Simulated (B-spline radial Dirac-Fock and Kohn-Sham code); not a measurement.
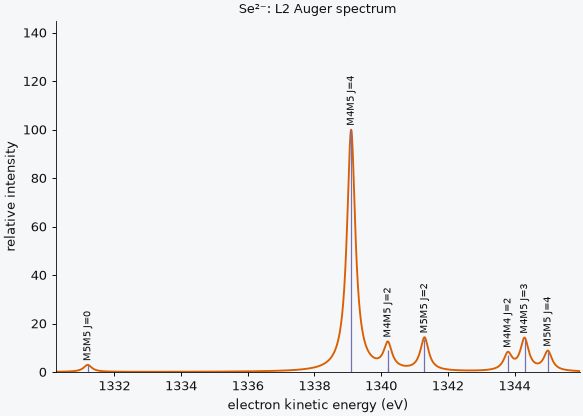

The Auger multiplet of an L2 hole with both final holes in M45, lines labelled by the leading pair of holes and J, broadened by 0.30 eV full width. Kinetic energies count from the vacuum level; very weak lines are left out. Lines are named by their largest jj component, which in light atoms can differ from the customary names. It refers to selenium in charge state −2 (Se²⁻) ([Kr]), inside a Watson sphere of charge +2 and radius 1.683 Å that stands in for a crystal. The calculation used Dirac–Fock ΔSCF energies in intermediate coupling of the two holes, Coulomb rates, valence shells as spectators (a B-spline radial atomic code).

Q: How wide is the L2 level from this decay?

A: 0.377 eV from this multiplet.

Q: Which line is strongest?

A: L2-M4M5 J=4 at 1.339 keV, 64 % of the multiplet.
